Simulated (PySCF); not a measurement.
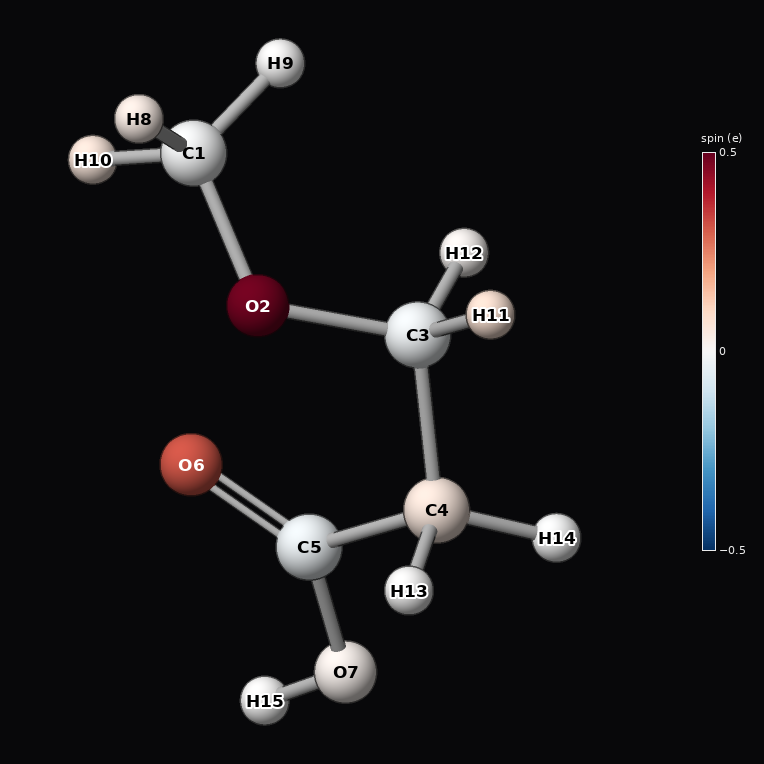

Atoms are coloured by their Mulliken spin populations. Charge +1, doublet. Computed geometry: GFN2-xTB optimisation. No frequency run is at hand to confirm it as a minimum. Method: UKS B3LYP, pcH-1 on C H O, non-relativistic (PySCF 2.14.0).

Give the Mulliken spin populations atom by atom.

```tsv
atom	value (e)
C1	−0.01
O2	0.48
C3	−0.02
C4	0.05
C5	−0.02
O6	0.31
O7	0.02
H8	0.04
H9	0.00
H10	0.06
H11	0.07
H12	0.01
H13	0.00
H14	0.00
H15	0.00
```

Mulliken values depend strongly on the basis set.
